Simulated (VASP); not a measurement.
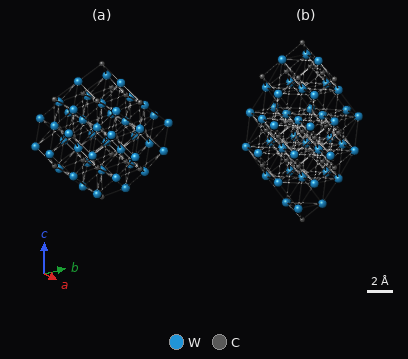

The structure of solid W$_{3}$C$_{2}$ (a generated structure, set up in P-3m1) before (left) and after (right) a relaxation, at one scale.

A ball-and-stick model of the atoms within 5.8 Å of the atom that moves most (axes of the cell of the calculation), seen slightly off an axis.

The run lets cell and atoms move.

These are results of Kohn-Sham DFT of a periodic cell, PBE, VASP PAW PBE potentials, recommended (VASP 6.6.1), not measurements.

The input:
```
ALGO = Normal
EDIFF = 1E-6
EDIFFG = -0.04
ENCUT = 600
GGA = PE
IBRION = 2
ISIF = 3
ISMEAR = 0
LASPH = T
LCHARG = F
LREAL = F
LWAVE = F
NELM = 100
NSW = 90
PREC = Accurate
SIGMA = 0.1
```

Launched with:
```bash
cat potpaw_PBE.64/W_sv/POTCAR potpaw_PBE.64/C/POTCAR > POTCAR
mpirun -np 1 vasp_std > vasp.out
```

Describe what moved and what it gained.

Answer. After 45 geometry steps the energy has fallen by 564 meV per atom. Largest force component: 2.3 eV/Å at the start, 0.025 eV/Å at the end. Pressure: −1.17 GPa at the start and −0.08 GPa at the end. The largest moves relative to the cell, 0.50 Å, are those of C atoms. By element the largest moves are C 0.50 Å, W 0.08 Å. The volume changes by −4.9 %, with a = b 3.579 → 3.027 Å (−15.4 %), c 5.569 → 7.404 Å (+33.0 %). Some distances before and after: C–W 2.227 → 3.544 Å, W–W 3.579 → 3.027 Å, C–W 2.476 → 2.187 Å, W–W 2.623 → 2.900 Å. Bonds break: C–W (2.23 → 3.54 Å). Among the angles between lasting bonds that change: W–C–W 112.3° → 90.2°, W–C–W 75.9° → 91.1°, W–C–W 163.1° → 178.2°. The space group stays P-3m1 (No. 164). It ran on 1 thread of Intel(R) Xeon(R) Platinum 8488C (Sapphire Rapids), with other jobs on the host.
